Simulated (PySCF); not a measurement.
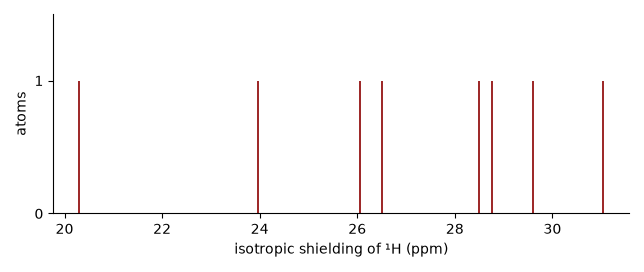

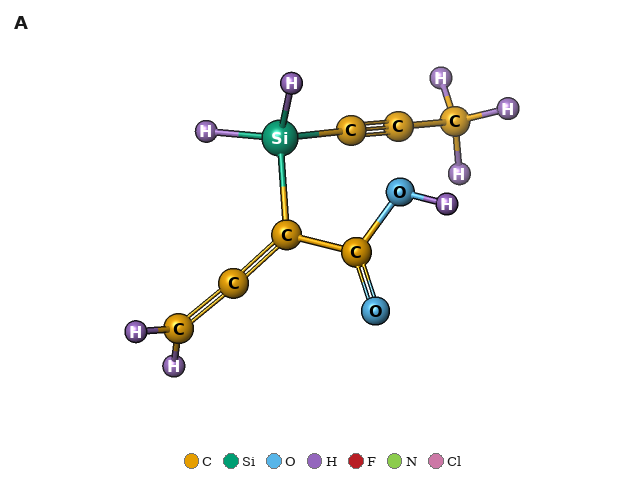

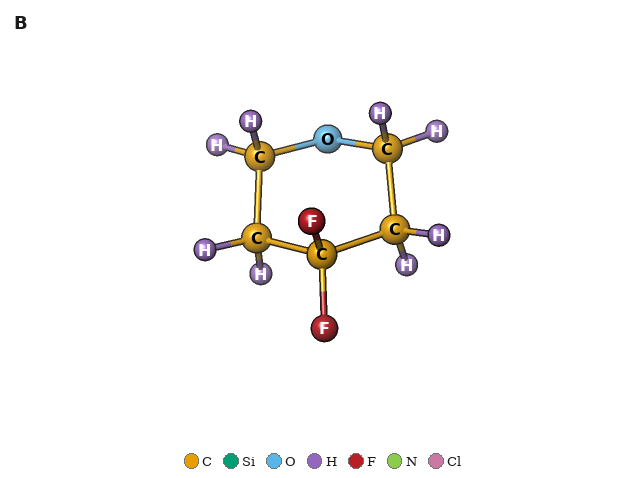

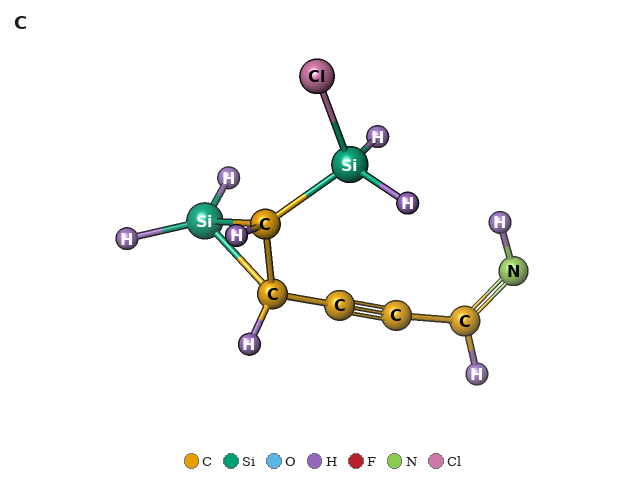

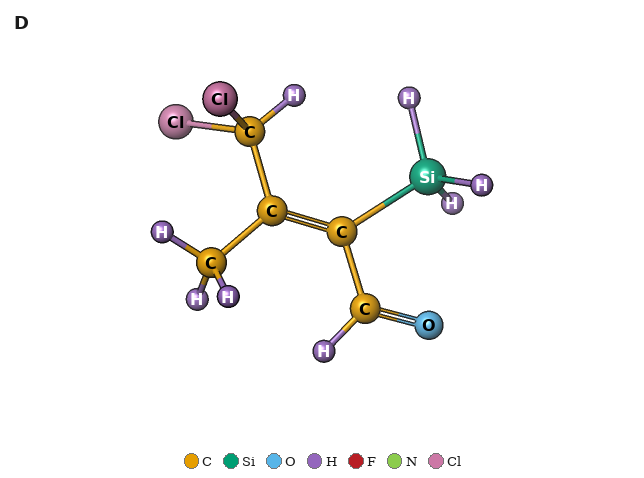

The sticks are computed shieldings of one of the molecules, for one fixed geometry (GFN2-xTB) without averaging over rotations. Low shielding means a high chemical shift. Method: GIAO PBE0/pcSseg-1 NMR shielding, non-relativistic, gas phase (PySCF 2.14.0).

**Which molecule gives this pattern?**

C, `[H]/N=C\C#C[C@@H]1[SiH2][C@@H]1[SiH2]Cl`. Its 8 H atoms give lines at 20.30, 23.96, 26.06, 26.51, 28.50, 28.75, 29.60, 31.04 ppm.

The geometry is semi-empirical. Around Si such bond lengths and angles can be off by a tenth of an ångström or more and by several degrees, and values that hang on the shape move with them.
